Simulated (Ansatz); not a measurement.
The figure comes from a scan of BePd (CsCl type): a phonon pattern at M = (0.5, 0.5, 0.0) is frozen into a 4-atom cell, Q being the largest atomic displacement. Calculation: LDA (plane waves to 420 eV, PAW, scalar-relativistic; Ansatz, a first-principles code). k mesh 17×17×17 (Γ-centred), Fermi-Dirac smearing 0.05 eV. E stands for the smeared free energy. With partly filled bands, energies and forces of such displacements shift with the k mesh and the smearing. BePd is run without spin polarisation. BePd was relaxed with its symmetry unable to fall. The zero of ΔE is the undisplaced structure.

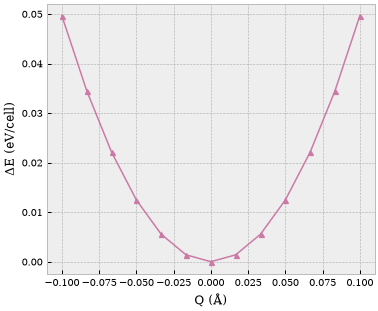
ΔE (eV/cell) against Q (Å); one marker a computed point.

**Question.** List the plotted points as numbers.

**Answer.** To the nearest 0.001:

| Q (Å) | ΔE (eV/cell) |
|---|---|
| -0.100 | 0.050 |
| -0.083 | 0.034 |
| -0.067 | 0.022 |
| -0.050 | 0.012 |
| -0.033 | 0.006 |
| -0.017 | 0.001 |
| 0.000 | 0.000 |
| 0.017 | 0.001 |
| 0.033 | 0.006 |
| 0.050 | 0.012 |
| 0.067 | 0.022 |
| 0.083 | 0.034 |
| 0.100 | 0.050 |

(For displaced atoms, the force is minus the slope of the energy, and its curvature is a force constant, which sets phonon frequencies.)
